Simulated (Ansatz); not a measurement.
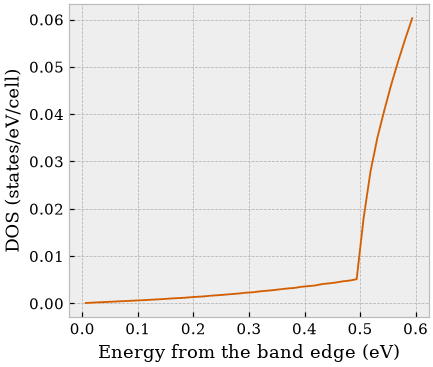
Density of states of GaAs (F-43m) above the conduction band minimum, PBEsol, rigid bands in Ansatz (a quantum-chemistry and plane-wave program); cell volume 45.3 Å³.

Question: What effective density of states at 300 K does this give (∫ g(E) exp(−E/k_BT) dE, both spins, divided by the cell's size)?

Answer: 1.2e17 cm⁻³, a density-of-states mass of 0.028 mₑ, valleys and band degeneracy included.

Spin-orbit coupling is left out. Geometry: cell and atoms relaxed with PBEsol.
